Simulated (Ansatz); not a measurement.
# C2H3AlFN (SMILES [CH3][Al]([F])[C]#N) at SVWN5/cc-pVDZ

Aim: the vertical singlet–triplet gap of C2H3AlFN at SVWN5/cc-pVDZ, from 2 runs. 

Program for the calculation: Ansatz 0.2.0.

114 further runs of the same task are left out: 114 set aside as unsound or not needed. Runs told in other sessions of the task aren't counted.

**1. Starting point**

The species is C2H3AlFN (8 atoms), meant as a singlet with charge 0. SMILES: `[CH3][Al]([F])[C]#N`. The coordinates come from a PBE0-D4/def2-TZVP relaxation.

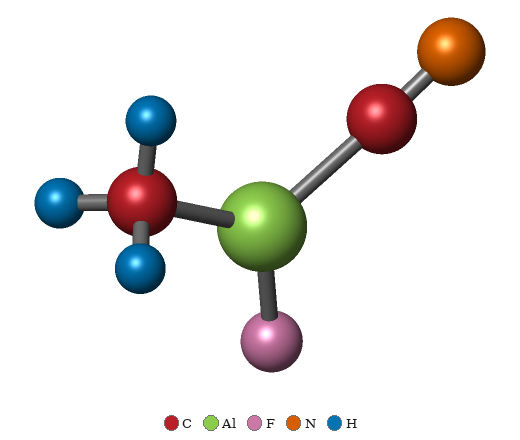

The structure, seen from a chosen angle (carbon red, aluminium green, fluorine pink, nitrogen orange, hydrogen blue).

**2. A single-point energy at SVWN5/cc-pVDZ**

job.yaml

```yaml
crystal:
  periodic: [false, false, false]
  atoms:
    - {symbol: C, position_ang: [-0.796200, -0.780200, 0.685800]}
    - {symbol: Al, position_ang: [0.733700, 0.022200, -0.157100]}
    - {symbol: F, position_ang: [2.249400, -0.595500, -0.030200]}
    - {symbol: C, position_ang: [0.623900, 1.626000, -1.228300]}
    - {symbol: N, position_ang: [0.500000, 2.584900, -1.857400]}
    - {symbol: H, position_ang: [-0.942000, -1.805200, 0.332600]}
    - {symbol: H, position_ang: [-0.659200, -0.835500, 1.769600]}
    - {symbol: H, position_ang: [-1.709600, -0.216500, 0.485000]}
basis:
  gaussian: {orbitals: cc-pVDZ}
hamiltonian: {xc: {name: SVWN5}}
accuracy: high
output: {orbitals: {seedname: orbitals}}
```

Run with:

```
$ ansatz run job.yaml --threads 1 --pin off --max-ram 2610MiB --events-out events.jsonl --progress --plain --runs-dir runs
```

Log:

```text
Warning: RAYON_NUM_THREADS=1 ignored (pool sized by the plan → 1); use --threads N
Functional definition: SVWN5
  name "SVWN5"
  exchange = slater_x
  correlation = vwn5_c
1997 factors; integrals over basis functions are off by at most 3.9e-9 eV
mean field evaluation 1: about -12837.6389 eV, gradient 7.5e1 eV
mean field evaluation 2: about -12808.9683 eV, gradient 1.3e2 eV
mean field evaluation 4: about -12850.3958 eV, gradient 1.2e1 eV
mean field evaluation 8: about -12850.6782 eV, gradient 4.5e-1 eV
mean field evaluation 16: about -12850.6736 eV, gradient 1.5e-5 eV
mean field -12850.67358061 eV, -472.2535435881 hartree, gradient 9.3e-8 eV, S^2 0.000000; 0 other end points of the search recorded, 0 dependent functions left out
reference -12850.67358439 eV, -472.2535437268 hartree; 22, 22 occupied and 67, 67 virtual orbitals, 1997 factors
Total energy: -12850.67358439 eV, -472.2535437268 hartree
```

Run time: 4.5 s. Hardware: 1 thread of Arm Neoverse V2, shared host; peak memory 0.22 GiB.

**3. The triplet at the same level**

molecule.yaml

```yaml
crystal:
  periodic: [false, false, false]
  atoms:
    - symbol: C
      position_ang: [-0.796200, -0.780200, 0.685800]
    - symbol: Al
      position_ang: [0.733700, 0.022200, -0.157100]
    - symbol: F
      position_ang: [2.249400, -0.595500, -0.030200]
    - symbol: C
      position_ang: [0.623900, 1.626000, -1.228300]
    - symbol: N
      position_ang: [0.500000, 2.584900, -1.857400]
    - symbol: H
      position_ang: [-0.942000, -1.805200, 0.332600]
    - symbol: H
      position_ang: [-0.659200, -0.835500, 1.769600]
    - symbol: H
      position_ang: [-1.709600, -0.216500, 0.485000]
basis:
  gaussian: {orbitals: cc-pVDZ}
magnetization: {spin_polarized: true, initial_magnetization: 2}
hamiltonian: {xc: {name: SVWN5}}
accuracy: high
output: {orbitals: {seedname: orbitals}}
```

Run with:

```
$ ansatz run molecule.yaml --threads 1 --pin off --max-ram 2610MiB --events-out events.jsonl --progress --plain --runs-dir runs
```

Log:

```text
Warning: RAYON_NUM_THREADS=1 ignored (pool sized by the plan → 1); use --threads N
[... 4 set-up lines as earlier in the session ...]
1997 factors; integrals over basis functions are off by at most 3.9e-9 eV
mean field evaluation 1: about -12828.0700 eV, gradient 5.4e1 eV
mean field evaluation 2: about -12649.8467 eV, gradient 1.4e2 eV
mean field evaluation 4: about -12834.5307 eV, gradient 4.2e1 eV
mean field evaluation 8: about -12844.7483 eV, gradient 9.1e0 eV
mean field evaluation 16: about -12845.4347 eV, gradient 2.8e-2 eV
mean field evaluation 32: about -12843.1946 eV, gradient 1.3e1 eV
mean field evaluation 64: about -12841.1535 eV, gradient 7.2e0 eV
mean field evaluation 96: about -12844.7634 eV, gradient 5.0e0 eV
mean field -12845.43472989 eV, -472.0610193752 hartree, gradient 6.1e-8 eV, S^2 2.002684; 8 other end points of the search recorded, 0 dependent functions left out
reference -12845.43473354 eV, -472.0610195093 hartree; 23, 21 occupied and 66, 68 virtual orbitals, 1997 factors
Total energy: -12845.43473354 eV, -472.0610195093 hartree
```

Wall time 12 s (1 thread of Arm Neoverse V2, shared host); peak memory 0.27 GiB.

**4. Summary of results**

Level: SVWN5/cc-pVDZ.

| quantity | value |
| --- | --- |
| singlet: total energy | -472.25354 Eh |
| singlet: HOMO energy | -7.95 eV |
| singlet: LUMO energy | -2.76 eV |
| singlet: HOMO–LUMO gap | 5.19 eV |
| triplet: total energy | -472.06102 Eh |
| triplet: HOMO energy (highest over α and β) | -3.01 eV |
| triplet: ⟨S²⟩ | 2.003 |
| vertical energy of the triplet above the singlet | 5.239 eV |

**Reading.** At this shape the triplet lies 5.24 eV (121 kcal/mol) above the singlet.
